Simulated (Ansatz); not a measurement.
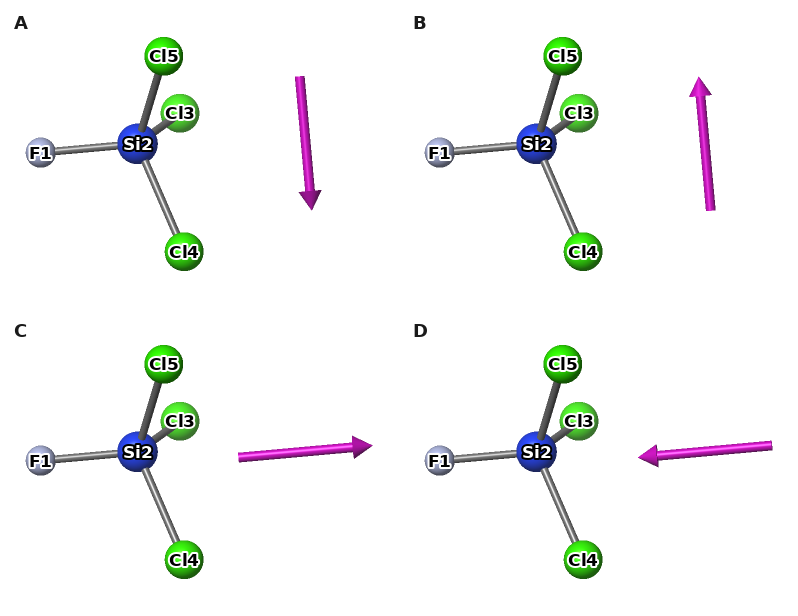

The same molecule four times, each with an arrow. The computed structure is the end point of a PBE-D4/def2-SVP optimisation. No frequency run is at hand to confirm it as a minimum. Method: RKS PBE-D4/def2-SVP (Ansatz 0.2.0).

> Which arrow points along the dipole moment, from the negative to the positive end?

C. The dipole moment is 0.53 D; it points from the side of F1 to the side of Cl3, Cl4, Cl5 (the outermost atoms at the two ends).
